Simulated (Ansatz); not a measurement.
# AlH (SMILES [AlH]) at CCSDT(Q)/cc-pVTZ

What is the energy change on altering one bond length of AlH at CCSDT(Q)/cc-pVTZ? 

The results are computed with Ansatz 0.2.0.

53 further runs of the same task are left out: 53 set aside as unsound or not needed.

### Step 1. The system as given

The species is AlH (2 atoms), meant as a singlet with charge 0. SMILES: `[AlH]`. Geometry: a GFN2-xTB relaxation, a rough one for these elements and not checked as a minimum.

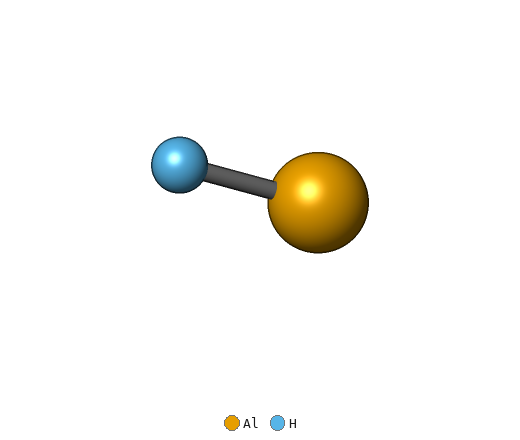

The structure, seen from a chosen angle (aluminium amber, hydrogen blue).

### Step 2. A single-point energy at CCSDT(Q)/cc-pVTZ

in.yaml

```yaml
crystal:
  periodic: [false, false, false]
  atoms:
    - {symbol: Al, position_ang: [0.000000, 0.000000, 0.000000]}
    - {symbol: H, position_ang: [0.000000, 0.000000, 1.613470]}
basis:
  gaussian: {orbitals: cc-pVTZ}
scf: {omitted_lower_state_checks: [cluster_reference, increment]}
accuracy: high
correlation: {method: ccsdt_q, frozen_orbitals: {Al: 5, H: 0}}
```

The run is started by

```bash
$ ansatz run in.yaml --threads 1 --pin off --max-ram 2610MiB --events-out events.jsonl --progress --plain --runs-dir runs
```

Standard output:

```text
Warning: RAYON_NUM_THREADS=1 ignored (pool sized by the plan → 1); use --threads N
Functional definition: HF
  name "HF"
  exchange = exact_x
  correlation = 0
these checks for a lower state are left out or cut short: cluster_reference, increment
632 factors; integrals over basis functions are off by at most 3.7e-9 eV
mean field evaluation 1: about -6597.4171 eV, gradient 6.6e0 eV
mean field evaluation 2: about -6597.4184 eV, gradient 6.6e0 eV
mean field evaluation 4: about -6597.7127 eV, gradient 4.1e-1 eV
mean field evaluation 8: about -6597.7138 eV, gradient 3.3e-4 eV
mean field -6597.71379508 eV, -242.4615098782 hartree, gradient 4.5e-8 eV, S^2 0.000000; 0 other end points of the search recorded, 0 dependent functions left out; unrestricted orbitals would lower it
5 core orbitals not correlated: weight in the atoms' cores, before any rotation towards them, 1.000 or more for the frozen orbitals, at most 0.000 for the correlated occupied ones
reference -6597.71379508 eV, -242.4615098782 hartree; 2, 2 occupied and 41, 41 virtual orbitals, 632 factors
second order -1.68921009 eV of doubles, -0.00000000 eV of singles
cycle   1  -2.03670275 eV  change   -3.5e-1 eV  update   6.6e-2
cycle   2  -2.28145613 eV  change   -2.4e-1 eV  update   3.2e-2
cycle   3  -2.28791225 eV  change   -6.5e-3 eV  update   7.9e-3
cycle   4  -2.29120327 eV  change   -3.3e-3 eV  update   3.0e-3
cycle   5  -2.29046418 eV  change    7.4e-4 eV  update   9.6e-4
cycle   6  -2.29001833 eV  change    4.5e-4 eV  update   3.6e-4
cycle   7  -2.29020991 eV  change   -1.9e-4 eV  update   1.5e-4
cycle   8  -2.29021973 eV  change   -9.8e-6 eV  update   5.0e-5
cycle   9  -2.29019330 eV  change    2.6e-5 eV  update   1.2e-5
cycle  10  -2.29019517 eV  change   -1.9e-6 eV  update   3.4e-6
cycle  11  -2.29019511 eV  change    6.1e-8 eV  update   1.1e-6
cycle  12  -2.29019501 eV  change    1.1e-7 eV  update   2.8e-7
cycle  13  -2.29019472 eV  change    2.9e-7 eV  update   9.6e-8
cycle  14  -2.29019474 eV  change   -1.9e-8 eV  update   3.6e-8
cycle  15  -2.29019474 eV  change   -5.4e-9 eV  update   1.9e-8
cycle  16  -2.29019474 eV  change    3.3e-9 eV  update   1.7e-8
cycle  17  -2.29019474 eV  change    2.1e-9 eV  update   6.6e-9
cycle  18  -2.29019474 eV  change  -6.6e-12 eV  update   2.2e-9
cycle  19  -2.29019474 eV  change   -1.1e-9 eV  update  6.0e-10
cycle  20  -2.29019474 eV  change  -3.1e-10 eV  update  1.7e-10
perturbative correction -0.00129574 eV, -0.0000476174 hartree
Total energy: -6600.00528555 eV, -242.5457205998 hartree
Checks for a lower state left out: cluster_reference, increment
```

Wall time 2.8 s (1 thread of Intel Xeon Platinum 8259CL at 2.50GHz (Skylake/Cascade Lake), shared host); peak memory 0.14 GiB.

### Step 3. The distorted shape

molecule.yaml

```yaml
crystal:
  periodic: [false, false, false]
  atoms:
    - symbol: Al
      position_ang: [0.000000, 0.000000, -0.403330]
    - symbol: H
      position_ang: [0.000000, 0.000000, 1.613470]
basis:
  gaussian:
    orbitals: cc-pVTZ
correlation:
  method: ccsdt_q
  frozen_orbitals: {Al: 5, H: 0}
accuracy: high
scf:
  omitted_lower_state_checks: [cluster_reference, increment]
```

The run is started by

```bash
$ ansatz run molecule.yaml --threads 1 --pin off --max-ram 2610MiB --events-out events.jsonl --progress --plain --runs-dir runs
```

Standard output:

```text
Warning: RAYON_NUM_THREADS=1 ignored (pool sized by the plan → 1); use --threads N
Functional definition: HF
  name "HF"
  exchange = exact_x
  correlation = 0
these checks for a lower state are left out or cut short: cluster_reference, increment
621 factors; integrals over basis functions are off by at most 3.6e-9 eV
mean field evaluation 1: about -6596.7760 eV, gradient 7.7e0 eV
mean field evaluation 2: about -6596.7768 eV, gradient 7.7e0 eV
mean field evaluation 4: about -6597.2624 eV, gradient 6.5e-1 eV
mean field evaluation 8: about -6597.2661 eV, gradient 4.3e-4 eV
mean field -6597.26607542 eV, -242.4450564842 hartree, gradient 5.8e-8 eV, S^2 0.000000; 0 other end points of the search recorded, 0 dependent functions left out; unrestricted orbitals would lower it
5 core orbitals not correlated: weight in the atoms' cores, before any rotation towards them, 1.000 or more for the frozen orbitals, at most 0.000 for the correlated occupied ones
reference -6597.26607542 eV, -242.4450564842 hartree; 2, 2 occupied and 41, 41 virtual orbitals, 621 factors
second order -1.69151747 eV of doubles, -0.00000000 eV of singles
cycle   1  -2.04851552 eV  change   -3.6e-1 eV  update   7.0e-2
cycle   2  -2.31847529 eV  change   -2.7e-1 eV  update   3.4e-2
cycle   3  -2.32830380 eV  change   -9.8e-3 eV  update   8.7e-3
cycle   4  -2.33341379 eV  change   -5.1e-3 eV  update   3.6e-3
cycle   5  -2.33368426 eV  change   -2.7e-4 eV  update   1.0e-3
cycle   6  -2.33307104 eV  change    6.1e-4 eV  update   3.5e-4
cycle   7  -2.33319695 eV  change   -1.3e-4 eV  update   1.2e-4
cycle   8  -2.33328898 eV  change   -9.2e-5 eV  update   4.8e-5
cycle   9  -2.33327303 eV  change    1.6e-5 eV  update   1.9e-5
cycle  10  -2.33327070 eV  change    2.3e-6 eV  update   7.4e-6
cycle  11  -2.33327220 eV  change   -1.5e-6 eV  update   2.9e-6
cycle  12  -2.33327279 eV  change   -5.9e-7 eV  update   7.3e-7
cycle  13  -2.33327253 eV  change    2.6e-7 eV  update   2.4e-7
cycle  14  -2.33327246 eV  change    7.0e-8 eV  update   7.2e-8
cycle  15  -2.33327241 eV  change    4.6e-8 eV  update   2.8e-8
cycle  16  -2.33327244 eV  change   -2.7e-8 eV  update   2.4e-8
cycle  17  -2.33327245 eV  change   -9.0e-9 eV  update   9.7e-9
cycle  18  -2.33327245 eV  change   -4.6e-9 eV  update   3.2e-9
cycle  19  -2.33327245 eV  change  -3.3e-10 eV  update   1.1e-9
cycle  20  -2.33327245 eV  change   6.4e-11 eV  update  5.1e-10
cycle  21  -2.33327245 eV  change   1.7e-10 eV  update  2.1e-10
perturbative correction -0.00167592 eV, -0.0000615889 hartree
Total energy: -6599.60102379 eV, -242.5308642541 hartree
Checks for a lower state left out: cluster_reference, increment
```

Wall time 3.6 s (1 thread of Intel Xeon Platinum 8259CL at 2.50GHz (Skylake/Cascade Lake), shared host); peak memory 0.14 GiB.

### Step 4. Summary of results

Level: CCSDT(Q)/cc-pVTZ, 5 core orbitals frozen.

```
                                                          quantity          value
                                         first shape: total energy  -242.54572 Eh
          first shape: correlation energy (5 core orbitals frozen)      -84.2 mEh
                                        first shape: T1 diagnostic          0.013
                                     distorted shape: total energy  -242.53086 Eh
      distorted shape: correlation energy (5 core orbitals frozen)      -85.8 mEh
                                    distorted shape: T1 diagnostic          0.017
energy change with the Al1–H2 bond stretched from 1.613 to 2.017 Å       0.404 eV
```

**Reading.** With the Al1–H2 bond stretched from 1.613 to 2.017 Å the energy rises by 0.40 eV (39.0 kJ/mol). The first shape isn't relaxed at this level, so the change isn't measured from a minimum. The restricted solution (first shape) is unstable to spin breaking: an unrestricted one lies lower. The restricted solution (distorted shape) is unstable to spin breaking: an unrestricted one lies lower.
